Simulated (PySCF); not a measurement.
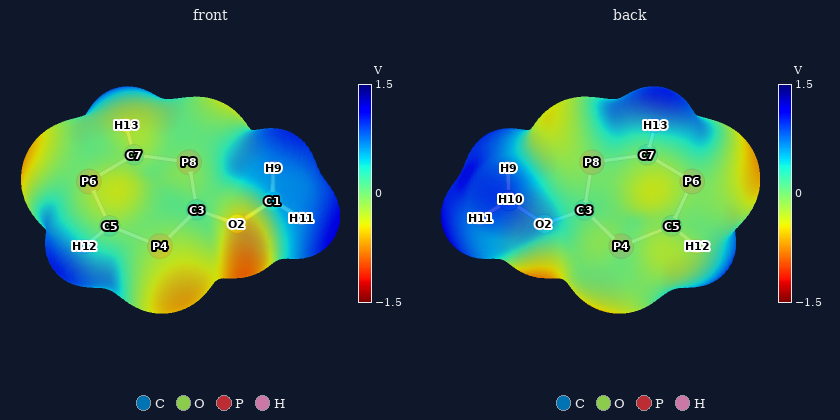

C4H5OP3 (SMILES COc1pcpcp1). The electrostatic potential painted on the density surface at 0.002 e/bohr³, seen from the front and from behind; red is negative and blue positive.

Geometry: PBE0-D3(BJ)/def2-SVP.

Theory: PBE0/pcSseg-1, SCF density, gas phase, non-relativistic in PySCF.

Input

```
{"job": {"kind": "nmr", "xc": "PBE0", "basis": "pcSseg-1"}, "charge": 0, "multiplicity": 1}
C      2.616034     0.179412    -0.145857
O      1.604240    -0.797316    -0.177686
C      0.313155    -0.438324    -0.061317
P     -0.698462    -1.888793    -0.149711
C     -2.318781    -1.337949     0.004301
P     -3.106729     0.195884     0.214219
C     -1.809257     1.330744     0.249477
P     -0.083397     1.267704     0.132598
H      2.604582     0.736487     0.807177
H      2.500629     0.901761    -0.972826
H      3.567205    -0.356937    -0.251408
H     -3.028520    -2.176745    -0.040032
H     -2.152064     2.367252     0.377215
```

Launched as:

```sh
OMP_NUM_THREADS=1 python probes_run.py task.json out
```

> Which sites attract a positive test charge, and which a negative one?

A positive charge is drawn to the negative regions and a negative charge to the positive ones. The most negative region (about −0.9 V) lies over O2, the most positive (about +1.2 V) over C1 and H11.

> What dipole moment does the calculation give?

Its dipole moment is 1.87 D.
